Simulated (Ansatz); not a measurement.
**Geometry relaxation of WH₂OF₅ (part 1 of 2)**

WH₂OF₅, multiplicity 2, computed with UKS PBE/def2-SVP (Ansatz 0.2.0).

The input holds or restrains some coordinates. It belongs to a series of runs on one base structure; here: pulled along the bonds that form and break, towards end A. Figures and captions count atoms from 1; the log counts them from 0 in places.

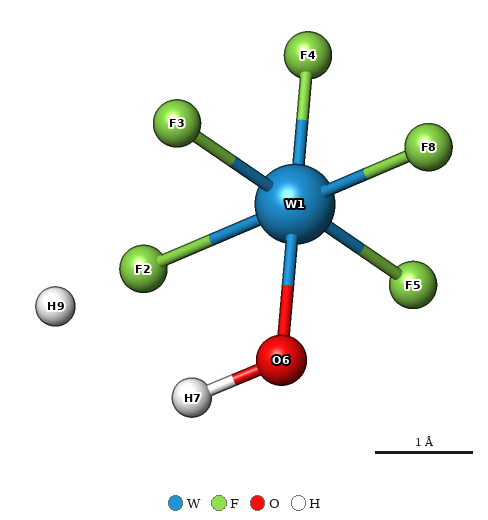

**Figure 1.** The input geometry (ball-and-stick view, seen at a tilt; atoms are numbered from 1 in the order of the input). Sticks mark near contacts. Bond lengths as drawn: F–W 1.85 to 2.10 Å, H–O 1.01 Å and O–W 1.94 Å.

Input file:
```yaml
crystal:
  periodic: [false, false, false]
  atoms:
    - { symbol: W, position_ang: [0.0, 0.0, 0.0] }
    - { symbol: F, position_ang: [0.0, 0.0, 2.1] }
    - { symbol: F, position_ang: [1.85, 0.0, 0.0] }
    - { symbol: F, position_ang: [0.0, 1.85, 0.0] }
    - { symbol: F, position_ang: [-1.85, 0.0, 0.0] }
    - { symbol: O, position_ang: [0.0, -1.94, 0.0] }
    - { symbol: H, position_ang: [0.3816, -2.2771, 0.8723] }
    - { symbol: F, position_ang: [0.0, 0.0, -1.85] }
    - { symbol: H, position_ang: [0.0, 0.0, 3.32] }
magnetization:
  spin_polarized: true
  initial_magnetization: 1
basis:
  gaussian: { orbitals: def2-SVP }
hamiltonian:
  xc: pbe
relax:
  f_tol: 0.15
  max_steps: 25
  restrain:
    - { distance: [1, 8], at: 2.12, k: 30.0 }
    - { distance: [0, 1], at: 1.85, k: 30.0 }
output:
  orbitals: {}
```

Hardware: 4 threads of Arm Neoverse V2, 24 GiB of memory available, shared host.

Run as:
```bash
ansatz run input.yaml --threads 4 --pin off --max-ram 5120MiB --backend cpu --events-out ev --progress --plain --runs-dir out
```

The program's output:
```
The last accepted step is kept in [file] (removed where the run ends without a failure and the disk answers)
Engine: ansatz 0.2.0, aarch64-unknown-linux-gnu
Functional definition: PBE
  parameter kappa = 0.804
  parameter beta = 0.06672455060314922
  exchange = pbe_x(kappa = kappa, mu = beta*pi^2/3)
  correlation = pbe_c(beta = beta)
1306 factors; their error is unknown
mean field evaluation 1: about -17454.2671 eV, gradient 6.3e1 eV
mean field evaluation 2: about -17218.1137 eV, gradient 2.2e2 eV
mean field evaluation 4: about -17462.3889 eV, gradient 3.4e1 eV
mean field evaluation 8: about -17465.9709 eV, gradient 1.5e1 eV
mean field evaluation 16: about -17468.2484 eV, gradient 1.4e-2 eV
mean field evaluation 32: about -17468.1722 eV, gradient 4.2e-7 eV
mean field -17468.17224093 eV, -641.9434895019 hartree, gradient 4.2e-7 eV, S^2 0.754728; 5 other end points of the search recorded, 0 dependent functions left out
the calculation of the forces begins
reference -17468.17231189 eV, -641.9434921095 hartree; 35, 34 occupied and 91, 92 virtual orbitals, 1306 factors
relax step   1: F+E_penalty+E_count = -17468.17224093 eV  Δ(F+E_penalty+E_count) = +0.000e0 eV  max|allowed force component| = 1.716e0 eV/Å  E_restraint = 13.08750000 eV  max|allowed force component, restraints' pulls added| = 3.288e1 eV/Å  Δτ_max = 0.0000 Å  (269 SCF iters, accepted)
  distance F 1 - H 8 = 1.2200 Å
  distance W 0 - F 1 = 2.1000 Å
these checks for a lower state are left out or cut short: starts, cluster_reference, orbital_swaps, neighbouring_geometries, increment
1306 factors; their error is unknown
mean field evaluation 64: about -17467.0782 eV, gradient 5.1e1 eV
mean field -17468.55304640 eV, -641.9574838446 hartree, gradient 2.5e-5 eV, S^2 0.751820; 1 other end points of the search recorded, 0 dependent functions left out
[... from here on the field's lines of each further geometry are left out, up to the last ...]
relax step   2: F+E_penalty+E_count = -17468.55304640 eV  Δ(F+E_penalty+E_count) = -3.808e-1 eV  max|allowed force component| = 1.815e0 eV/Å  E_restraint = 4.36540751 eV  max|allowed force component, restraints' pulls added| = 2.033e1 eV/Å  Δτ_max = 0.1947 Å  (93 SCF iters, accepted)
relax step   3: F+E_penalty+E_count = -17468.75602899 eV  Δ(F+E_penalty+E_count) = -2.030e-1 eV  max|allowed force component| = 3.181e0 eV/Å  E_restraint = 0.50704714 eV  max|allowed force component, restraints' pulls added| = 5.735e0 eV/Å  Δτ_max = 0.1948 Å  (46 SCF iters, accepted)
relax step   4: F+E_penalty+E_count = -17469.01251857 eV  Δ(F+E_penalty+E_count) = -2.565e-1 eV  max|allowed force component| = 1.473e0 eV/Å  E_restraint = 0.07904791 eV  max|allowed force component, restraints' pulls added| = 2.454e0 eV/Å  Δτ_max = 0.1999 Å  (37 SCF iters, accepted)
relax step   5: F+E_penalty+E_count = -17469.09908982 eV  Δ(F+E_penalty+E_count) = -8.657e-2 eV  max|allowed force component| = 8.672e-1 eV/Å  E_restraint = 0.00141057 eV  max|allowed force component, restraints' pulls added| = 9.244e-1 eV/Å  Δτ_max = 0.2000 Å  (37 SCF iters, accepted)
relax step   6: F+E_penalty+E_count = -17469.16076880 eV  Δ(F+E_penalty+E_count) = -6.168e-2 eV  max|allowed force component| = 2.751e-1 eV/Å  E_restraint = 0.09479295 eV  max|allowed force component, restraints' pulls added| = 1.873e0 eV/Å  Δτ_max = 0.1955 Å  (38 SCF iters, rejected (line search))
relax step   7: F+E_penalty+E_count = -17469.12850819 eV  Δ(F+E_penalty+E_count) = -2.942e-2 eV  max|allowed force component| = 5.602e-1 eV/Å  E_restraint = 0.00117294 eV  max|allowed force component, restraints' pulls added| = 3.590e-1 eV/Å  Δτ_max = 0.0978 Å  (34 SCF iters, accepted)
relax step   8: F+E_penalty+E_count = -17469.15085884 eV  Δ(F+E_penalty+E_count) = -2.235e-2 eV  max|allowed force component| = 3.732e-1 eV/Å  E_restraint = 0.01036600 eV  max|allowed force component, restraints' pulls added| = 3.062e-1 eV/Å  Δτ_max = 0.0981 Å  (35 SCF iters, accepted)
relax step   9: F+E_penalty+E_count = -17469.15901632 eV  Δ(F+E_penalty+E_count) = -8.157e-3 eV  max|allowed force component| = 5.466e-1 eV/Å  E_restraint = 0.00504633 eV  max|allowed force component, restraints' pulls added| = 1.961e-1 eV/Å  Δτ_max = 0.1494 Å  (36 SCF iters, accepted)
relax step  10: F+E_penalty+E_count = -17469.16208261 eV  Δ(F+E_penalty+E_count) = -3.066e-3 eV  max|allowed force component| = 3.776e-1 eV/Å  E_restraint = 0.00453259 eV  max|allowed force component, restraints' pulls added| = 3.317e-1 eV/Å  Δτ_max = 0.1559 Å  (36 SCF iters, accepted)
relax step  11: F+E_penalty+E_count = -17469.16476866 eV  Δ(F+E_penalty+E_count) = -2.686e-3 eV  max|allowed force component| = 4.452e-1 eV/Å  E_restraint = 0.00249550 eV  max|allowed force component, restraints' pulls added| = 1.627e-1 eV/Å  Δτ_max = 0.1106 Å  (34 SCF iters, accepted)
relax step  12: F+E_penalty+E_count = -17469.16500681 eV  Δ(F+E_penalty+E_count) = -2.382e-4 eV  max|allowed force component| = 4.285e-1 eV/Å  E_restraint = 0.00251452 eV  max|allowed force component, restraints' pulls added| = 2.566e-1 eV/Å  Δτ_max = 0.0255 Å  (32 SCF iters, accepted)
relax step  13: F+E_penalty+E_count = -17469.15830905 eV  Δ(F+E_penalty+E_count) = +6.698e-3 eV  max|allowed force component| = 1.363e0 eV/Å  E_restraint = 0.03584623 eV  max|allowed force component, restraints' pulls added| = 1.363e0 eV/Å  Δτ_max = 0.1953 Å  (37 SCF iters, rejected (line search))
relax step  14: F+E_penalty+E_count = -17469.16860240 eV  Δ(F+E_penalty+E_count) = -3.596e-3 eV  max|allowed force component| = 4.025e-1 eV/Å  E_restraint = 0.00400042 eV  max|allowed force component, restraints' pulls added| = 2.064e-2 eV/Å  Δτ_max = 0.0468 Å  (33 SCF iters, accepted)
relax step  15: F+E_penalty+E_count = -17469.16936387 eV  Δ(F+E_penalty+E_count) = -7.615e-4 eV  max|allowed force component| = 4.884e-1 eV/Å  E_restraint = 0.00627920 eV  max|allowed force component, restraints' pulls added| = 4.884e-1 eV/Å  Δτ_max = 0.0989 Å  (34 SCF iters, rejected (line search))
the calculation of the forces begins
reference -17469.16925575 eV, -641.9801291207 hartree; 35, 34 occupied and 91, 92 virtual orbitals, 1306 factors
relax step  16: F+E_penalty+E_count = -17469.16918228 eV  Δ(F+E_penalty+E_count) = -5.799e-4 eV  max|allowed force component| = 4.052e-1 eV/Å  E_restraint = 0.00413867 eV  max|allowed force component, restraints' pulls added| = 2.970e-2 eV/Å  Δτ_max = 0.0342 Å  (33 SCF iters, accepted)
  distance F 1 - H 8 = 2.1294 Å
  distance W 0 - F 1 = 1.8637 Å
1306 factors; their error is unknown
mean field evaluation 192: about -17460.9428 eV, gradient 4.6e1 eV
```

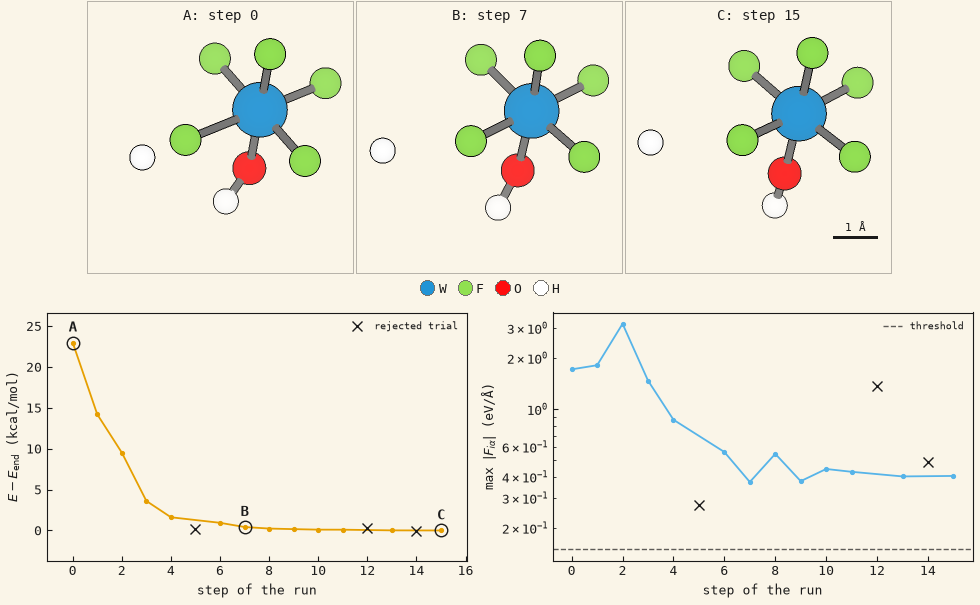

**Figure 2.** Frames of the restrained relaxation (ball-and-stick view, seen at a tilt) above the curves, on which the letters mark them (the first geometry is step 0 here and step 1 in the log).

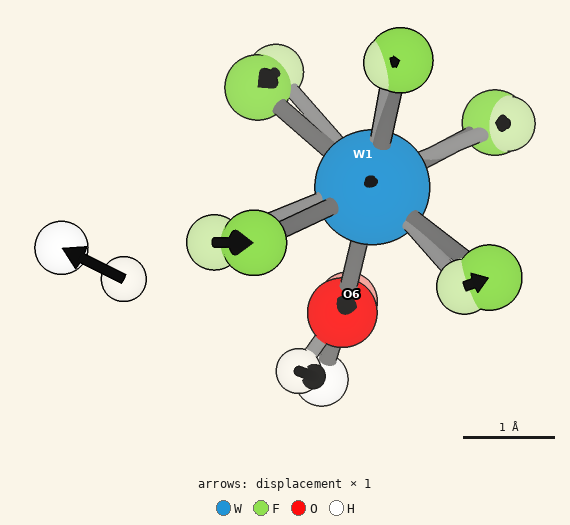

**Figure 3.** Start (faint) and end (solid) with the displacements as black arrows, at true length (ball-and-stick view, seen at a tilt). The two geometries are laid on each other by the best rigid fit. After 15 geometry steps the energy has fallen by 23.0 kcal/mol. The largest force component goes from 1.7 to 0.41 eV/Å. The line search rejected the trial steps at points 5, 12, 14 (counted from 0) and went back. The atom that moves furthest after the best rigid fit is H9 (0.78 Å). By element the largest moves are H 0.78 Å, F 0.52 Å, O 0.32 Å, W 0.13 Å. Among the contacts that change: W1–F2 2.100 → 1.864 Å, W1–O6 1.940 → 1.847 Å, O6–H7 1.010 → 0.970 Å, W1–F3 1.850 → 1.873 Å. Among the angles that change: W1–O6–H7 109.5° → 176.2°, F2–W1–F8 180.0° → 175.4°, F3–W1–F5 180.0° → 175.8°. (Atoms are counted from 1 in the order of the input.)

```
mean field -17469.16918228 eV, -641.9801264207 hartree, gradient 1.3e-5 eV, S^2 0.750222; 1 other end points of the search recorded, 0 dependent functions left out
the calculation of the forces begins
reference -17469.16925575 eV, -641.9801291207 hartree; 35, 34 occupied and 91, 92 virtual orbitals, 1306 factors
Total energy: -17469.16925575 eV, -641.9801291207 hartree
Atom 0 at     0.108710     0.003343     0.049093 Å, force    -0.083626    -0.034742    -0.405158 eV/Å
Atom 1 at     0.421184     0.263960     1.867855 Å, force     0.204917     0.080846     0.163402 eV/Å
Atom 2 at     1.948799     0.133087    -0.274845 Å, force    -0.004310     0.000629    -0.000682 eV/Å
Atom 3 at     0.010584     1.862096    -0.113713 Å, force     0.000208    -0.008514     0.004603 eV/Å
Atom 4 at    -1.738922     0.010192     0.357709 Å, force     0.009554     0.002437    -0.003238 eV/Å
Atom 5 at     0.194816    -1.832455     0.233446 Å, force     0.008460    -0.029702     0.011578 eV/Å
Atom 6 at     0.234431    -2.787994     0.394524 Å, force    -0.003457     0.007932    -0.005563 eV/Å
Atom 7 at    -0.189932    -0.111097    -1.795741 Å, force     0.000886     0.002052     0.002835 eV/Å
Atom 8 at    -0.608071     0.091767     3.723971 Å, force    -0.132631    -0.020937     0.232223 eV/Å
Dipole moment:     0.038757    -0.812075     0.107361 e Å
```

Trajectory as extended XYZ (Å, eV, eV/Å), 16 frames, from step=1 to step=16:
```
9
Properties=species:S:1:pos:R:3:forces:R:3 step=1 energy=-17468.17224
W     0.0000    0.0000    0.0000   -0.3848  -0.9528  -1.4247
F     0.0000    0.0000    2.1000    0.0230  -1.0173   1.6159
F     1.8500    0.0000    0.0000    0.8929   0.1807   0.4021
F     0.0000    1.8500    0.0000    0.0354   1.6948   0.5410
F    -1.8500    0.0000    0.0000   -0.7293   0.2090   0.4074
O     0.0000   -1.9400    0.0000    0.7512   0.0985   1.7162
H     0.3816   -2.2771    0.8723   -0.5817  -0.0393  -1.2788
F     0.0000    0.0000   -1.8500    0.0032  -0.6442  -0.3329
H     0.0000    0.0000    3.3200   -0.0099   0.4705  -1.6462
9
Properties=species:S:1:pos:R:3:forces:R:3 step=2 energy=-17468.55305
W    -0.0037    0.0042   -0.0240   -0.2445  -0.7483   0.4154
F     0.0006   -0.0433    1.9102    0.0855  -0.3891  -1.8148
F     1.8638    0.0095    0.0135    0.1146   0.1954   0.0608
F     0.0007    1.8834    0.0198    0.0788  -0.1560   0.2245
F    -1.8657    0.0102    0.0136   -0.1043   0.1704  -0.0457
O     0.0096   -1.9301    0.0199    0.3773   1.1406   0.7662
H     0.3770   -2.2923    0.8644   -0.2444  -0.2201  -0.4929
F    -0.0004   -0.0286   -1.8713   -0.0504  -0.1962  -0.2954
H    -0.0004    0.0200    3.4962   -0.0126   0.2032   1.1819
9
Properties=species:S:1:pos:R:3:forces:R:3 step=3 energy=-17468.75603
W    -0.0068   -0.0053   -0.0382   -0.1129  -0.5654  -2.9108
F     0.0034   -0.0661    1.7441    0.0605   0.0465   3.1813
F     1.8608    0.0134    0.0107    0.3109   0.1838  -0.0733
F     0.0031    1.8654    0.0224    0.0784   0.2118   0.1478
F    -1.8648    0.0129    0.0071   -0.4087   0.1477  -0.1468
O     0.0157   -1.9067    0.0294    0.2911   0.3220   0.3070
H     0.3734   -2.2966    0.8565   -0.1619  -0.3127  -0.2719
F    -0.0022   -0.0267   -1.8795   -0.0544  -0.0784  -0.8358
H    -0.0010    0.0425    3.6897   -0.0031   0.0449   0.6024
9
Properties=species:S:1:pos:R:3:forces:R:3 step=4 energy=-17469.01252
W     0.0100   -0.0111   -0.0402    0.0316   0.2543  -1.3939
F     0.0840   -0.0129    1.7844    0.1033   0.0415   1.4729
F     1.8872    0.0494   -0.0590   -0.0400   0.0788  -0.0999
F     0.0179    1.8648    0.0092    0.0417   0.0058   0.0742
F    -1.8522    0.0196    0.0398   -0.2087   0.1162  -0.0553
O     0.0397   -1.8739    0.0252    0.4100  -0.7530   0.7139
H     0.3646   -2.4649    0.7490   -0.2740   0.1874  -0.5519
F    -0.0469   -0.0475   -1.8879   -0.0158   0.0395  -0.5720
H    -0.1227    0.1094    3.8217   -0.0482   0.0296   0.4119
```
